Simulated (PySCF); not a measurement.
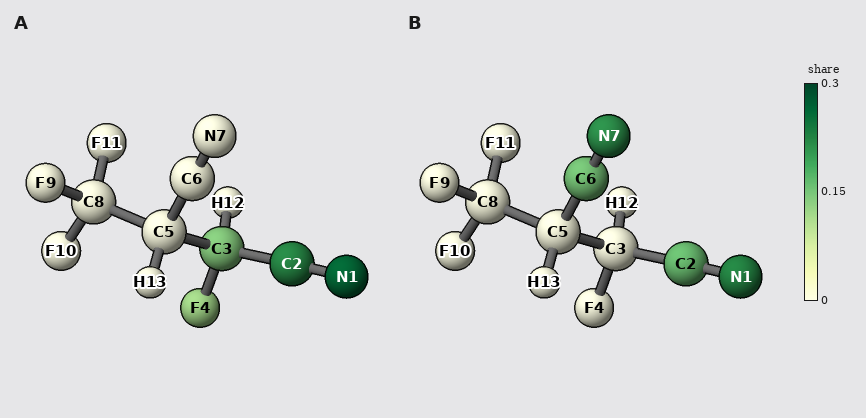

Each panel colours the atoms by their Löwdin share in one orbital (up to four of the largest shares; other atoms are shown as zero). Computed geometry: GFN2-xTB optimisation. No frequency run is at hand to confirm it as a minimum. Level of theory: PBE0/def2-SVPD (PySCF 2.14.0).

> The panels show the HOMO, LUMO, in some order. Which is which?

A: LUMO, −1.28 eV; N1 0.26, C2 0.22, C3 0.14, F4 0.12
B: HOMO, −10.57 eV; N1 0.22, N7 0.21, C2 0.16, C6 0.15
